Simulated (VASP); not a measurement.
Band structure of CaS (space group P4_2/mmc). These are PBE GGA, VASP's PBE PAW potentials (set 64) (plane waves; VASP 6.6.1) values and carry that method's errors.

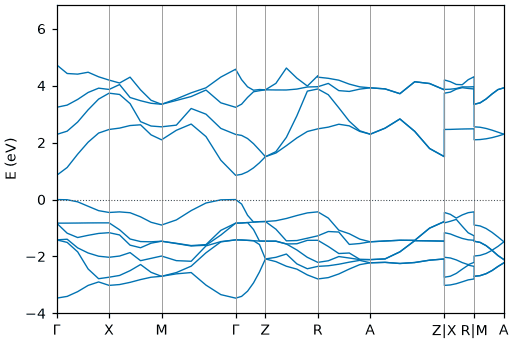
Fig. 1. Bands along high-symmetry lines, zero at the valence-band maximum or, without a gap, the Fermi level

Problem. Read the plot: is there a gap, and where are the band edges?

Solution. The gap is direct, 0.85 eV, from the valence maximum at Γ to the conduction minimum at Γ.

The structure was generated: CaS was put into an ordered model structure, which need not be its known phase. The cell was not relaxed at this level.
